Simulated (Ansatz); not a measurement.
System: C2Li (charge −1, triplet).

Input file:

```
crystal:
  periodic: [false, false, false]
  atoms:
    - {symbol: C, position_ang: [0.096601, -1.280547, 0.500926]}
    - {symbol: C, position_ang: [-0.434234, -0.154886, 0.730740]}
    - {symbol: Li, position_ang: [0.006993, -0.229137, -1.371855]}
basis:
  gaussian:
    orbitals: def2-TZVPD
total_charge: -1
magnetization:
  spin_polarized: true
  initial_magnetization: 2
hamiltonian:
  xc: {name: PBE0}
output: {forces: true, orbitals: {seedname: orbitals}}
```

Launched as:

```sh
ansatz run input.yaml --threads 1 --pin off --max-ram 2610MiB --events-out events.jsonl --progress --plain --runs-dir runs
```

Geometry: PBE0-D3(BJ)/def2-SVPD; the highest occupied orbital lies above zero, a sign that basis and functional describe the outermost electron poorly.

Computed with isolated molecule in a Gaussian basis; Kohn-Sham density functional theory, functional PBE0 (Ansatz).

Predict the electron density, electron localisation function and spin density between the atoms.

C–C (1.27 Å): ρ at the midpoint is about 2.4 e/Å³; the ELF peaks at about 0.85 between the atoms; a multiple bond.
C–Li (2.15 Å): the density is about 0.32 e/Å³ at the midpoint; the ELF peaks at about 0.75 in the valence shell of C, 0.8 Å from its nucleus, and is about 0.65 at the midpoint.
The unpaired spin (2 electrons) lies mostly on Li3 (about 0.9), C1 (about 0.5) and C2 (about 0.5), in electrons by Hirshfeld's partition.

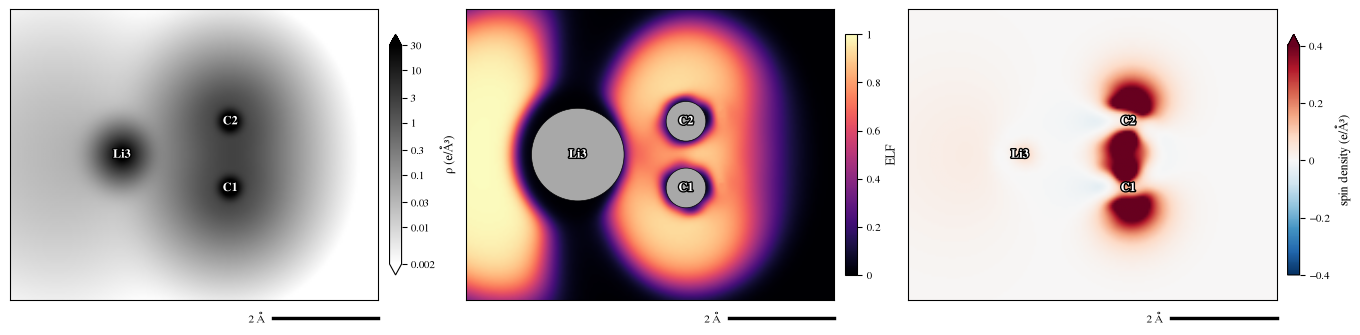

Computed electron density, electron localisation function and spin density on the molecular plane, in this order. Grey discs cover the atomic cores in the ELF map. 
